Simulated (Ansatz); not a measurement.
**AsH2 (SMILES [AsH2]): UBLYP/cc-pVTZ**

What is the energy change on altering one bond length of AsH2 at UBLYP/cc-pVTZ? 

The results are computed with Ansatz 0.2.0.

34 further runs of the same task are left out: 34 set aside as unsound or not needed.

**1. Starting point**

AsH2 has 3 atoms, charge 0, and is taken as a doublet. As SMILES, `[AsH2]`. Geometry: relaxed at PBE0-D4/def2-TZVP.

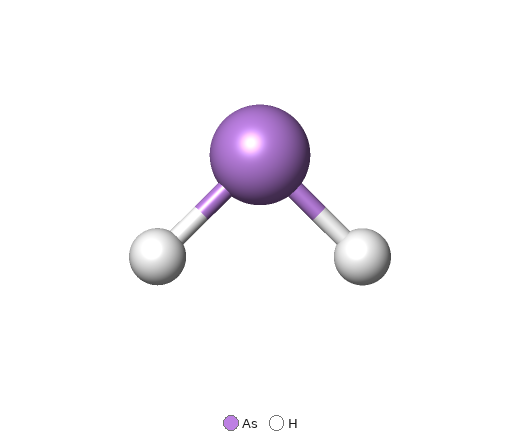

The structure, seen from a chosen angle (arsenic purple, hydrogen white).

**2. A single-point energy at UBLYP/cc-pVTZ**

Input file input.yaml:

```yaml
basis:
  gaussian:
    orbitals: cc-pVTZ
crystal:
  periodic: [false, false, false]
  atoms:
    - {symbol: As, position_ang: [-0.573310, 0.327430, -0.274790]}
    - {symbol: H, position_ang: [0.680410, 0.795730, 0.459110]}
    - {symbol: H, position_ang: [-0.107090, -1.123160, -0.184320]}
accuracy: high
magnetization:
  spin_polarized: true
  initial_magnetization: 1
output: {orbitals: {seedname: orbitals}}
hamiltonian:
  xc: {name: BLYP}
total_charge: 0
```

Launch:

```console
$ ansatz run input.yaml --threads 1 --pin off --max-ram 3480MiB --events-out events.jsonl --progress --plain --runs-dir runs
```

Output:

```text
Warning: RAYON_NUM_THREADS=1 ignored (pool sized by the plan → 1); use --threads N
Functional definition: BLYP
  name "BLYP"
  parameter beta = 0.0042
  parameter a = 0.04918
  parameter b = 0.132
  parameter c = 0.2533
  parameter d = 0.349
  exchange = b88_x(beta = beta)
  correlation = lyp_c(a = a, b = b, c = c, d = d)
1046 factors; integrals over basis functions are off by at most 4.4e-9 eV
mean field evaluation 1: about -60874.5859 eV, gradient 1.1e1 eV
mean field evaluation 2: about -60874.9030 eV, gradient 8.0e0 eV
mean field evaluation 4: about -60875.2435 eV, gradient 3.7e-1 eV
mean field evaluation 8: about -60875.2412 eV, gradient 2.5e-2 eV
mean field evaluation 16: about -60875.2412 eV, gradient 9.3e-7 eV
mean field -60875.24123527 eV, -2237.1238526756 hartree, gradient 2.9e-8 eV, S^2 0.752309; 0 other end points of the search recorded, 0 dependent functions left out
reference -60875.24127381 eV, -2237.1238540918 hartree; 18, 17 occupied and 53, 54 virtual orbitals, 1046 factors
Total energy: -60875.24127381 eV, -2237.1238540918 hartree
```

It took 2 s on 1 thread of Intel Xeon 6975P-C (Granite Rapids), shared host; peak memory 0.16 GiB.

**3. The distorted shape**

Input file molecule.yaml:

```yaml
crystal:
  periodic: [false, false, false]
  atoms:
    - symbol: As
      position_ang: [-1.576269, -0.047204, -0.861900]
    - symbol: H
      position_ang: [0.680410, 0.795730, 0.459110]
    - symbol: H
      position_ang: [-1.110049, -1.497794, -0.771430]
basis:
  gaussian: {orbitals: cc-pVTZ}
magnetization: {spin_polarized: true, initial_magnetization: 1}
hamiltonian: {xc: {name: BLYP}}
accuracy: high
output: {orbitals: {seedname: orbitals}}
```

Launch:

```console
$ ansatz run molecule.yaml --threads 1 --pin off --max-ram 3480MiB --events-out events.jsonl --progress --plain --runs-dir runs
```

Output, cut to the lines that bear on the results:

```text
Warning: RAYON_NUM_THREADS=1 ignored (pool sized by the plan → 1); use --threads N
[... 9 set-up lines as earlier in the session ...]
968 factors; integrals over basis functions are off by at most 4.4e-9 eV
mean field evaluation 1: about -60871.3627 eV, gradient 1.4e1 eV
mean field evaluation 2: about -60862.9562 eV, gradient 2.6e1 eV
mean field evaluation 4: about -60872.4255 eV, gradient 3.1e0 eV
mean field evaluation 8: about -60872.5844 eV, gradient 6.4e-1 eV
mean field evaluation 16: about -60872.6476 eV, gradient 3.2e-3 eV
mean field evaluation 32: about -60872.5140 eV, gradient 8.0e-2 eV
mean field -60872.64764676 eV, -2237.0285400559 hartree, gradient 2.0e-8 eV, S^2 1.118622; 2 other end points of the search recorded, 0 dependent functions left out
reference -60872.64768814 eV, -2237.0285415766 hartree; 18, 17 occupied and 53, 54 virtual orbitals, 968 factors
Total energy: -60872.64768814 eV, -2237.0285415766 hartree
```

Wall time 2.5 s (1 thread of Intel Xeon 6975P-C (Granite Rapids), shared host); peak memory 0.16 GiB.

**4. Outcome**

At UBLYP/cc-pVTZ:

| quantity | value |
| --- | --- |
| first shape: total energy | -2237.12385 Eh |
| first shape: HOMO energy (highest over α and β) | -5.47 eV |
| first shape: LUMO energy (lowest over α and β) | -4.19 eV |
| first shape: ⟨S²⟩ | 0.752 |
| distorted shape: total energy | -2237.02854 Eh |
| distorted shape: HOMO energy (highest over α and β) | -5.80 eV |
| distorted shape: LUMO energy (lowest over α and β) | -4.34 eV |
| distorted shape: ⟨S²⟩ | 1.119 |
| energy change with the As1–H2 bond stretched from 1.526 to 2.747 Å | 2.594 eV |

What this shows: With the As1–H2 bond stretched from 1.526 to 2.747 Å the energy rises by 2.59 eV (250 kJ/mol). The first shape isn't relaxed at this level, so the change isn't measured from a minimum. ⟨S²⟩ (distorted shape) is 1.12 where a pure doublet has 0.75: the reference is spin-contaminated.
